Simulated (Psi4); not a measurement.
**BH2O (SMILES B[O]) at U-wB97M-V/def2-SVP (density fitting with def2-universal-jkfit, sweep point 3)**

Aim: the vertical ionisation energy of BH2O at U-wB97M-V/def2-SVP (density fitting with def2-universal-jkfit, sweep point 3), from 2 runs. 

The results are computed with Psi4 1.11.

2 further runs of the same task are left out: 2 set aside as unsound or not needed.

## (1) The structure to begin with

BH2O has 4 atoms, charge 0, and is taken as a doublet. As SMILES, `B[O]`. The coordinates come from a PBE0-D4/def2-TZVP relaxation.

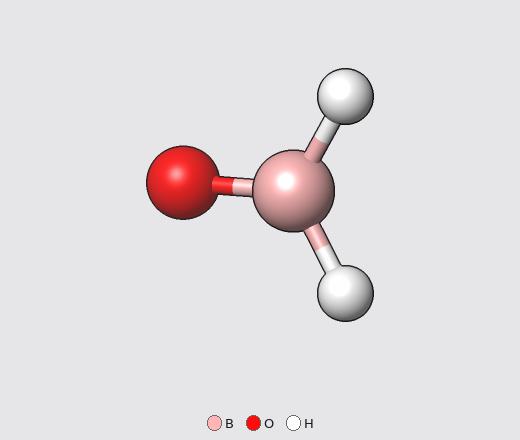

Viewed from a chosen angle; boron pink, oxygen red, hydrogen white.

## (2) The energy at U-wB97M-V/def2-SVP (density fitting with def2-universal-jkfit, sweep point 3)

File job.in:

```
memory 1600 MB

molecule system {
  0 2
  B     -0.001100    -0.010300    -0.015100
  O      1.025300    -0.340800     0.676900
  H     -1.052600    -0.587700     0.151600
  H      0.083900     0.878500    -0.833600
  symmetry c1
}

set basis def2-SVP
set reference uks
set puream true
set scf_type df
set dft_radial_points 99
set dft_spherical_points 590
set df_basis_scf def2-universal-jkfit
set maxiter 150

e, wfn = energy("wb97m-v", return_wfn=True)
```

On the command line:

```sh
$ psi4 -i job.in -o job.out -n 1
```

job.out:

```text
[...]
  Running in c1 symmetry.
[...]
  Nuclear repulsion =   25.066185915136671
[...]
  Multiplicity = 2
[...]
  Nalpha       = 8
  Nbeta        = 7
[...]
    Number of basis functions: 38
[...]
   @DF-UKS iter   1:  -101.00107642190754   -6.89211e-01   1.27342e-02 ADIIS/DIIS
[...]
   @DF-UKS iter   9:  -101.11838005967685   -3.48948e-08   7.82484e-07 DIIS
[...]
   @S^2 Observed:                7.576010570E-01
[...]
    Orbital Energies [Eh]
    ---------------------
    Alpha Occupied:
       1A    -19.408778     2A     -6.939944     3A     -1.141166
       4A     -0.621983     5A     -0.573590     6A     -0.535483
       7A     -0.501027     8A     -0.416669
    Alpha Virtual:
       9A      0.067625    10A      0.184445    11A      0.205056
      12A      0.268944    13A      0.280694    14A      0.318740
      15A      0.387596    16A      0.660743    17A      0.694772
      18A      0.697606    19A      0.957560    20A      0.982268
      21A      1.070716    22A      1.175609    23A      1.196961
      24A      1.252854    25A      1.355850    26A      1.371791
[...]
  @DF-UKS Final Energy:  -101.11838005967685
   => Energetics <=
    Nuclear Repulsion Energy =             25.0661859151366713
    One-Electron Energy =                -186.8602815614983115
    Two-Electron Energy =                  70.0310354042205745
    DFT Exchange-Correlation Energy =      -9.4180509204545100
    Empirical Dispersion Energy =           0.0000000000000000
    VV10 Nonlocal Energy =                  0.0627311029187287
    Total Energy =                       -101.1183800596768521
[...]
 Multipole Moments:
 ------------------------------------------------------------------------------------
     Multipole            Electronic (a.u.)      Nuclear  (a.u.)        Total (a.u.)
 ------------------------------------------------------------------------------------
 L = 1.  Multiply by 2.5417464519 to convert [e a0] to [Debye]
 Dipole X            :          0.9885603           -1.3939566           -0.4053964
 Dipole Y            :         -0.3185079            0.4490229            0.1305150
 Dipole Z            :          0.6666776           -0.9399742           -0.2732967
 Magnitude           :                                                    0.5060350
[...]
```

Run time: 20 s. Hardware: 1 thread of AMD EPYC 9R45 (Zen 5), shared host; peak memory 0.82 GiB.

## (3) The singlet cation

File input.inp:

```
memory 1600 mb

molecule molecule1 {
  1 1
  B     -0.001100    -0.010300    -0.015100
  O      1.025300    -0.340800     0.676900
  H     -1.052600    -0.587700     0.151600
  H      0.083900     0.878500    -0.833600
  units angstrom
  symmetry c1
}

set basis def2-SVP
set reference rks
set puream true
set scf_type df
set dft_radial_points 99
set dft_spherical_points 590
set df_basis_scf def2-universal-jkfit

E = energy('wb97m-v')
```

On the command line:

```sh
$ psi4 -n 1 input.inp input.out
```

input.out:

```text
[...]
  Running in c1 symmetry.
[...]
  Nuclear repulsion =   25.066185915136671
[...]
  Multiplicity = 1
[...]
  Nalpha       = 7
  Nbeta        = 7
[...]
    Number of basis functions: 38
[...]
   @DF-RKS iter   1:  -100.60036375926686   -2.88498e-01   8.88154e-03 DIIS/ADIIS
[...]
   @DF-RKS iter   8:  -100.67095347525041   -6.60226e-09   7.93247e-07 DIIS
[...]
    Orbital Energies [Eh]
    ---------------------
    Doubly Occupied:
       1A    -19.793407     2A     -7.293507     3A     -1.472760
       4A     -0.946454     5A     -0.865520     6A     -0.860959
       7A     -0.829972
[...]
  @DF-RKS Final Energy:  -100.67095347525041
   => Energetics <=
    Nuclear Repulsion Energy =             25.0661859151366713
    One-Electron Energy =                -181.5973637917573456
    Two-Electron Energy =                  64.9999249023254464
    DFT Exchange-Correlation Energy =      -9.1990008573463253
    Empirical Dispersion Energy =           0.0000000000000000
    VV10 Nonlocal Energy =                  0.0593003563911487
    Total Energy =                       -100.6709534752504140
[...]
 Multipole Moments:
 ------------------------------------------------------------------------------------
     Multipole            Electronic (a.u.)      Nuclear  (a.u.)        Total (a.u.)
 ------------------------------------------------------------------------------------
 L = 1.  Multiply by 2.5417464519 to convert [e a0] to [Debye]
 Dipole X            :          0.1021797           -1.3939566           -1.2917770
 Dipole Y            :         -0.0328921            0.4490229            0.4161308
 Dipole Z            :          0.0688841           -0.9399742           -0.8710902
 Magnitude           :                                                    1.6126533
[...]
```

It took 15 s on 1 thread of AMD EPYC 9R45 (Zen 5), shared host; peak memory 0.82 GiB.

## (4) What came out

At U-wB97M-V/def2-SVP (density fitting with def2-universal-jkfit, sweep point 3):

| quantity | value |
| --- | --- |
| doublet BH2O: total energy | -101.11838 Eh |
| doublet BH2O: dipole moment | 1.29 D |
| doublet BH2O: HOMO energy (highest over α and β) | -11.34 eV |
| doublet BH2O: LUMO energy (lowest over α and β) | -2.22 eV |
| doublet BH2O: ⟨S²⟩ | 0.758 |
| singlet cation: total energy | -100.67095 Eh |
| singlet cation: HOMO energy | -22.58 eV |
| singlet cation: LUMO energy | -12.80 eV |
| singlet cation: HOMO–LUMO gap | 9.79 eV |
| vertical ionisation energy (to the singlet cation) | 12.175 eV |

What this shows: Removing an electron at fixed nuclei costs 12.18 eV (281 kcal/mol). Only the singlet of the ionised species was computed; a triplet could lie lower.
